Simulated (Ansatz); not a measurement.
# UCCSD/3-21G run of AlO (SMILES [O]=[Al])

What is the electronic atomisation energy of AlO at UCCSD/3-21G? 

The calculation is run with Ansatz 0.2.0.

48 further runs of the same task are left out: 2 that didn't finish, 46 set aside as unsound or not needed.

## Step 1: The system as given

AlO has 2 atoms, charge 0, and is taken as a doublet. As SMILES, `[O]=[Al]`. Geometry: relaxed at PBE0-D4/def2-TZVP.

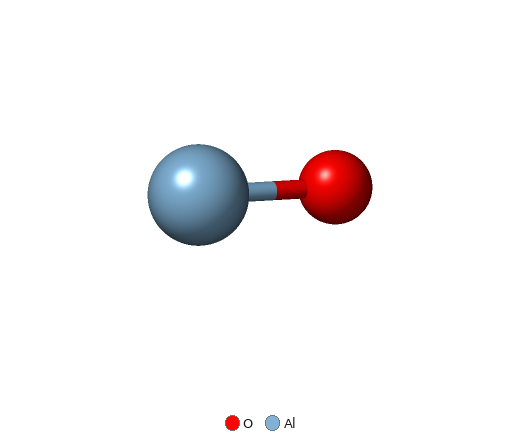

The structure, seen from a chosen angle (oxygen red, aluminium light blue).

## Step 2: A single-point energy at UCCSD/3-21G

input.yaml

```yaml
crystal:
  periodic: [false, false, false]
  atoms:
    - symbol: O
      position_ang: [0.000000, -0.000000, -0.024920]
    - symbol: Al
      position_ang: [-0.000000, 0.000000, 1.594970]
basis:
  gaussian: {orbitals: 3-21G.json}
magnetization: {spin_polarized: true, initial_magnetization: 1}
accuracy: high
correlation: {method: ccsd, frozen_orbitals: {Al: 5, O: 1}}
scf: {omitted_lower_state_checks: [cluster_reference, increment]}
```

The basis set 3-21G is read from a file made from the Basis Set Exchange's data (not shown).

The run is started by

```console
$ ansatz run input.yaml --threads 1 --pin off --max-ram 3480MiB --events-out events.jsonl --progress --plain --runs-dir runs
```

The program printed:

```text
Warning: RAYON_NUM_THREADS=1 ignored (pool sized by the plan → 1); use --threads N
[... 20 lines left out ...]
6 core orbitals not correlated: weight in the atoms' cores, before any rotation towards them, 1.000 or more for the frozen orbitals, at most 0.000 for the correlated occupied ones
[... 51 lines left out ...]
Total energy: -8575.27508265 eV, -315.1355467571 hartree
Checks for a lower state left out: cluster_reference, increment
```

Run time: 0.97 s. Hardware: 1 thread of Intel Xeon Platinum 8488C (Sapphire Rapids), shared host.

## Step 3: The Al atom

job.yaml

```yaml
basis:
  gaussian:
    orbitals: 3-21G.json
crystal:
  periodic: [false, false, false]
  atoms:
    - {symbol: Al, position_ang: [0.000000, 0.000000, 0.000000]}
magnetization:
  spin_polarized: true
  initial_magnetization: 1
correlation:
  method: ccsd
  frozen_orbitals: {Al: 5}
accuracy: high
scf:
  omitted_lower_state_checks: [cluster_reference, increment]
```

The basis set 3-21G is read from a file made from the Basis Set Exchange's data (not shown).

Run the same way, it converges to -240.58010 Eh (log not shown).

## Step 4: The O atom

run.yaml

```yaml
crystal:
  periodic: [false, false, false]
  atoms:
    - {symbol: O, position_ang: [0.000000, 0.000000, 0.000000]}
basis:
  gaussian:
    orbitals: 3-21G.json
total_charge: 0
correlation:
  method: ccsd
  frozen_orbitals: {O: 1}
scf:
  omitted_lower_state_checks: [cluster_reference, increment]
accuracy: high
magnetization:
  spin_polarized: true
  initial_magnetization: 2
```

The basis set 3-21G is read from a file made from the Basis Set Exchange's data (not shown).

The run is started by

```console
$ ansatz run run.yaml --threads 1 --pin off --max-ram 3480MiB --events-out events.jsonl --progress --plain --runs-dir runs
```

The program printed:

```text
Warning: RAYON_NUM_THREADS=1 ignored (pool sized by the plan → 1); use --threads N
[... 13 lines left out ...]
1 core orbitals not correlated: weight in the atoms' cores, before any rotation towards them, 1.000 or more for the frozen orbitals, at most 0.000 for the correlated occupied ones
[... 15 lines left out ...]
Total energy: -2025.87930579 eV, -74.4496912977 hartree
Checks for a lower state left out: cluster_reference, increment
```

Run time: 0.18 s. Hardware: 1 thread of Intel Xeon Platinum 8488C (Sapphire Rapids), shared host.

## Step 5: Summary of results

At UCCSD/3-21G, 6 core orbitals frozen:

| quantity | value |
| --- | --- |
| molecule: total energy | -315.13555 Eh |
| molecule: correlation energy (6 core orbitals frozen) | -122.7 mEh |
| molecule: ⟨S²⟩ of the reference determinant | 0.870 |
| molecule: T1 diagnostic | 0.102 |
| Al atom: total energy | -240.58010 Eh |
| Al atom: correlation energy (5 core orbitals frozen) | -29.1 mEh |
| Al atom: ⟨S²⟩ of the reference determinant | 0.750 |
| Al atom: T1 diagnostic | 0.007 |
| O atom: total energy | -74.44969 Eh |
| O atom: correlation energy (1 core orbital frozen) | -56.0 mEh |
| O atom: ⟨S²⟩ of the reference determinant | 2.001 |
| O atom: T1 diagnostic | 0.001 |
| electronic atomisation energy | 2.878 eV |

In words: Taking the molecule apart into free atoms costs 2.88 eV (278 kJ/mol), before zero-point energy and without spin-orbit coupling. The basis has no polarisation functions, which makes bonds too weak. ⟨S²⟩ (molecule) is 0.87 where a pure doublet has 0.75: the reference is spin-contaminated. The T1 diagnostic (molecule) of 0.102 is above the customary mark for such species, so a single reference may not serve.
